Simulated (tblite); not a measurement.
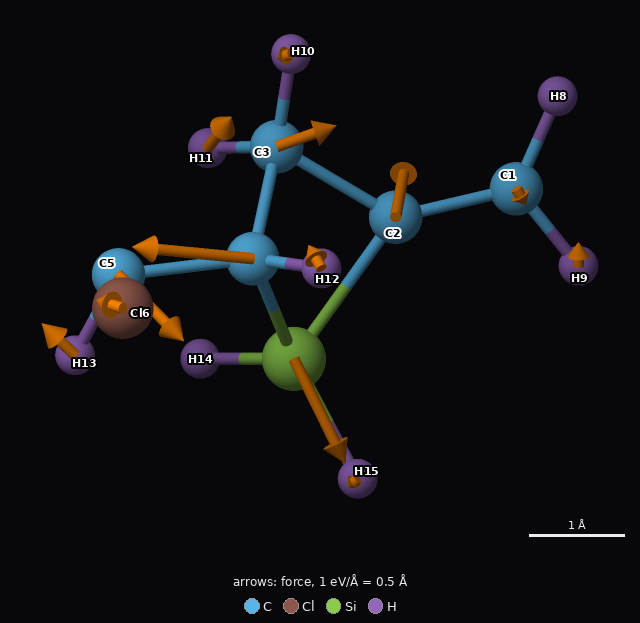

Starting geometry of C5H8ClSi (multiplicity 2) with the computed forces as orange arrows. Style: ball-and-stick. Shown at a tilt.

These are results of GFN2-xTB geometry optimisation, gas phase (tblite 0.8.0), not measurements. 

### What follows when this structure is relaxed?

It isn't relaxed: the largest force vector, on a C atom, is 2.79 eV/Å. The final displacements have little in common with the starting forces (cosine between the two patterns 0.20). The largest move after the best rigid fit is that of the Cl atom, 1.51 Å. Largest moves by element: Cl 1.51 Å, H 1.45 Å, C 0.72 Å, Si 0.64 Å. Near-neighbour distances that change, for instance: C–Si 1.881 → 2.012 Å, C–C 1.499 → 1.435 Å, C–Cl 1.773 → 1.713 Å, C–Si 1.842 → 1.886 Å. Bond angles that change, for instance: C–C–C 86.0° → 99.8°, C–C–H 109.2° → 121.8°, C–C–Cl 107.9° → 119.4°. After 108 geometry steps the energy has fallen by 34.8 kcal/mol.
